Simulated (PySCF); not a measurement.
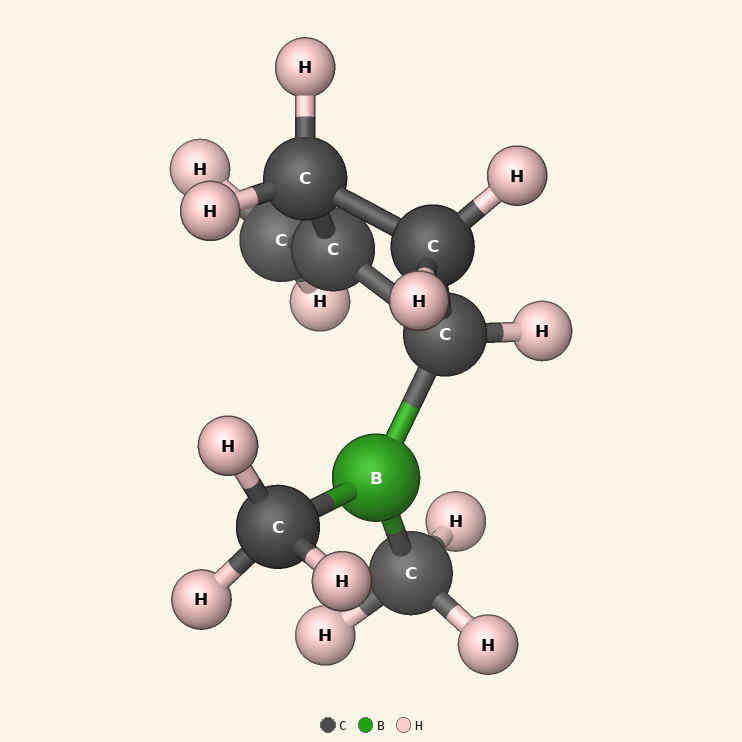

Rendered structure (ball-and-stick style). Every bond is drawn as one stick, whatever its order.

The geometry was computed by an optimisation with PBE0-D3(BJ)/def2-SVP. No frequency run is at hand to confirm it as a minimum.

Give the formula.

Answer. C₇H₁₃B, 21 atoms: 7 carbon, 13 hydrogen and 1 boron.

Name functional groups in it.

Answer. Among them: alkene.

Write the SMILES.

Answer. C=C1CC[C@H]1B(C)C

Which point group does it belong to?

Answer. C1.

The parts below concern this one geometry. Atoms keep their numbers from picture to picture.

## Geometry

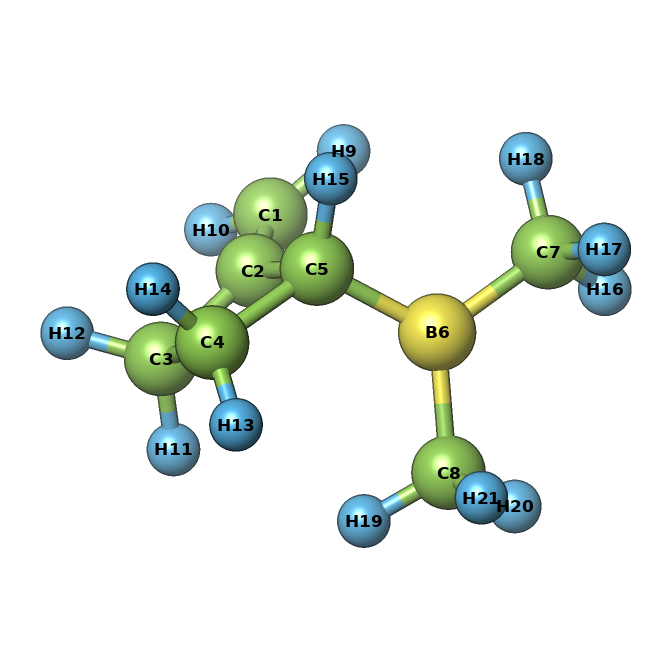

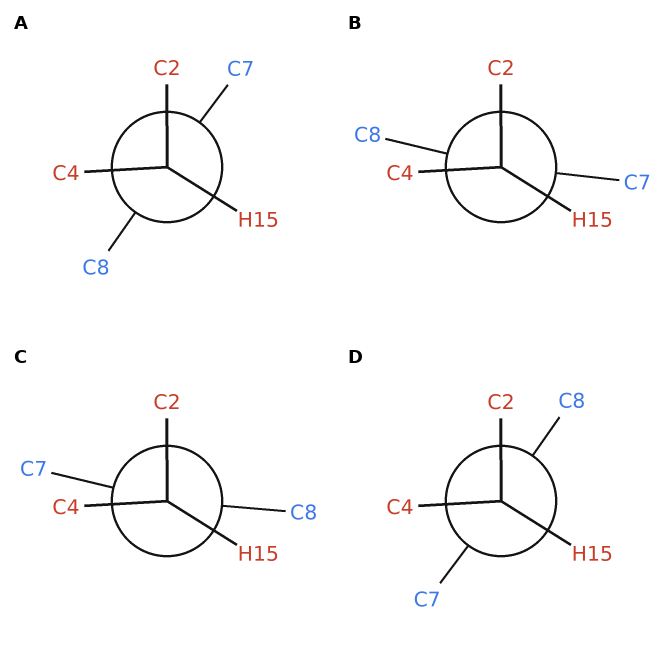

Depth is shown by fading: the farther an atom, the more it takes the colour of the background. Bonds that would overlap in a projection are set slightly apart. No frequency run is at hand to confirm it as a minimum.

Which Newman projection shows the view along C5–B6, with C5 in front?

Answer. B. The torsion angle C4–C5–B6–C7 is −170°, antiperiplanar (anti).

## Excitation

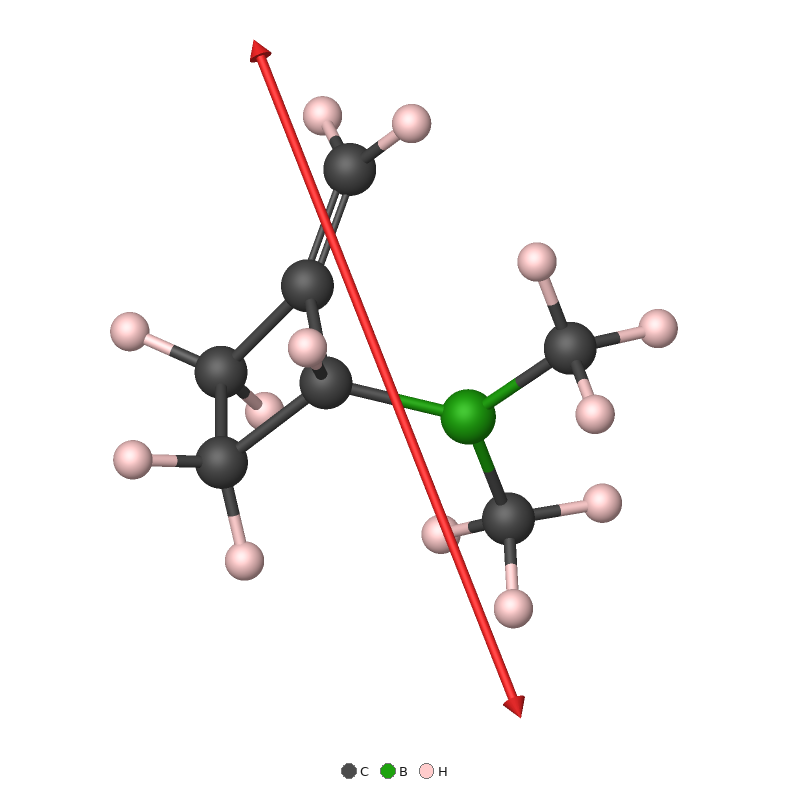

The double arrow shows the direction of the transition dipole to excited singlet state 1 (its length means nothing). No frequency run is at hand to confirm it as a minimum. Method: TDDFT B3LYP/def2-SVPD, vertical, gas phase, core orbitals frozen in the response (PySCF 2.14.0).

Give its energy, strength and character.

Answer. 5.35 eV (232 nm), oscillator strength 0.11, mainly HOMO → LUMO (weight 0.85); transition dipole 2.35 D.

## Core levels

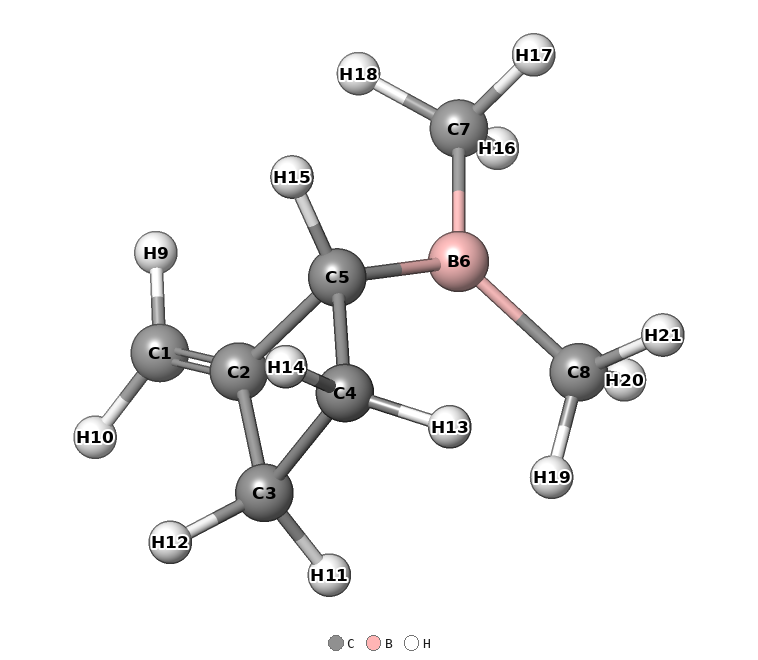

No frequency run is at hand to confirm it as a minimum. Properties computed with delta-SCF UKS SCAN, pcX-2 on the ionised atom, pcseg-1 elsewhere, spin-free X2C (PySCF 2.14.0).

Give the core-electron binding energies (to vacuum) of C1 1s, C2 1s, C3 1s, C4 1s, C5 1s, B6 1s, C7 1s.

```csv
atom,level,binding energy (eV)
C1,1s,289.6
C2,1s,290.3
C3,1s,290.4
C4,1s,290.3
C5,1s,289.7
B6,1s,195.0
C7,1s,289.8
```

## NMR shielding

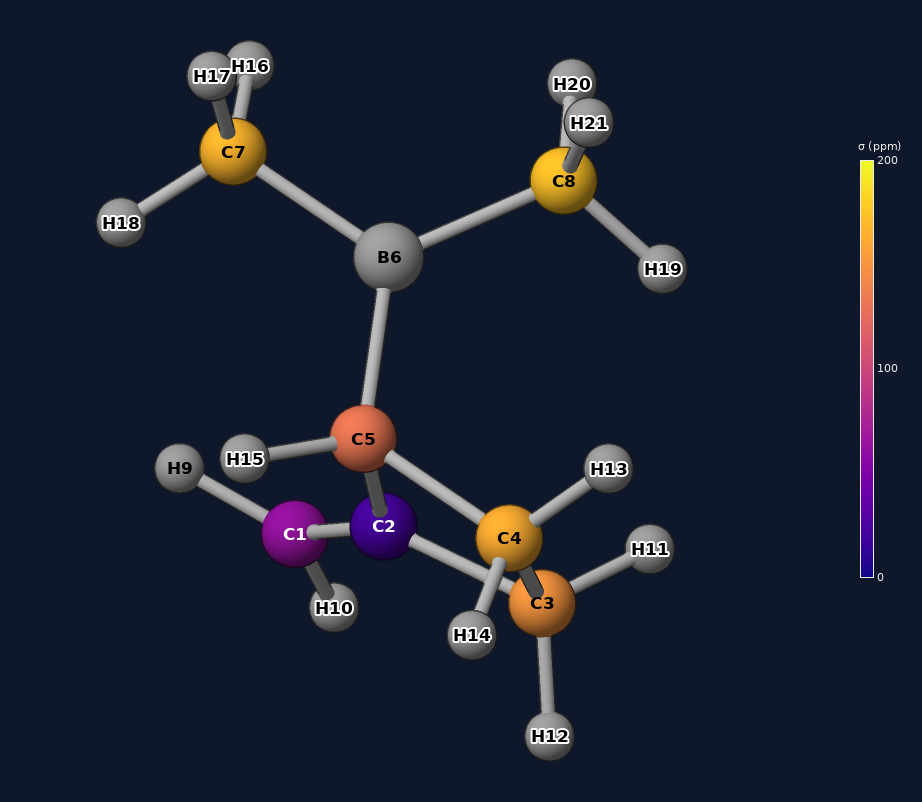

Atoms are coloured by their isotropic NMR shieldings (C only, the others grey). No frequency run is at hand to confirm it as a minimum. Properties computed with GIAO CAM-B3LYP/pcSseg-1 NMR shielding, non-relativistic, gas phase (PySCF 2.14.0).

List the isotropic NMR shieldings of the C atoms.

```tsv
atom	σ (ppm)
C1	63.7
C2	23.1
C3	150.8
C4	163.4
C5	132.4
C7	168.3
C8	173.6
```
